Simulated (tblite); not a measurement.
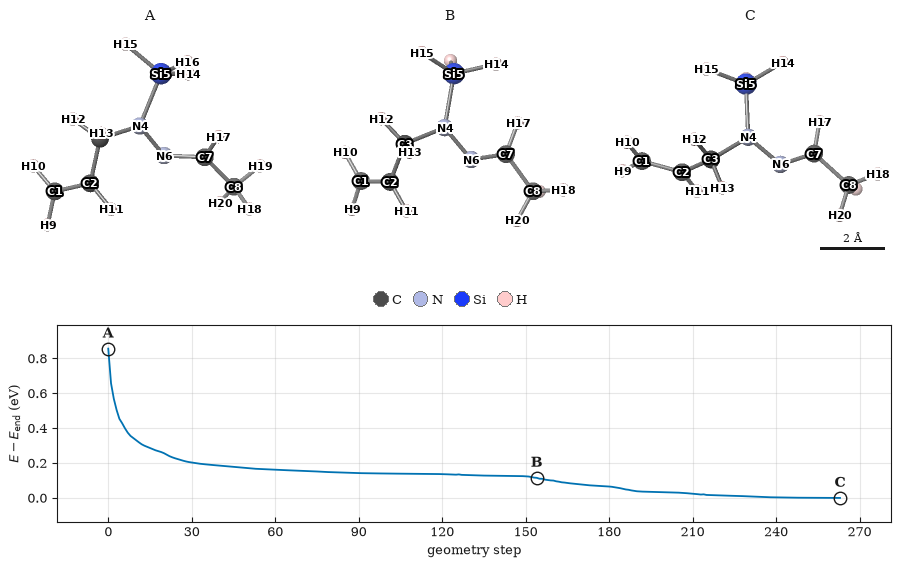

Frames of a relaxation of C$_{5}$H$_{12}$N$_{2}$Si, marked on the history of the run. Style: ball-and-stick. Shown at a tilt.

Level of theory: GFN2-xTB geometry optimisation, gas phase in tblite. 

What happens along the run?

The energy falls by 0.856 eV in 263 geometry steps. The largest move after the best rigid fit is that of H9, 1.99 Å. Largest moves by element: H 1.99 Å, C 1.04 Å, N 1.03 Å, Si 0.65 Å. Some distances before and after: N4–N6 1.422 → 1.347 Å, N6–C7 1.314 → 1.263 Å, N4–Si5 1.789 → 1.741 Å, C3–H13 1.131 → 1.095 Å. Among the angles between lasting bonds that change: Si5–N4–N6 117.0° → 126.8°, C3–N4–N6 120.4° → 111.3°, C3–C2–H11 121.7° → 114.5°. Groups turn about C3–N4 by about 95°, N4–N6 by about 50°, N4–Si5 by about 40°. From step 0 to 154: H20 moves most (1.51 Å), energy −0.741 eV. From step 154 to 263: H atoms move most (1.56 Å), energy −0.115 eV.

```csv
step,"E − E(0), eV"
0,0.0000
1,-0.1989
2,-0.2878
3,-0.3517
4,-0.4026
5,-0.4279
6,-0.4569
7,-0.4819
8,-0.5006
9,-0.5129
10,-0.5252
23,-0.6233
37,-0.6669
50,-0.6854
63,-0.6966
77,-0.7065
90,-0.7140
103,-0.7169
117,-0.7190
130,-0.7261
143,-0.7295
156,-0.7466
170,-0.7792
183,-0.7973
196,-0.8219
210,-0.8316
223,-0.8436
236,-0.8515
250,-0.8552
263,-0.8564
```
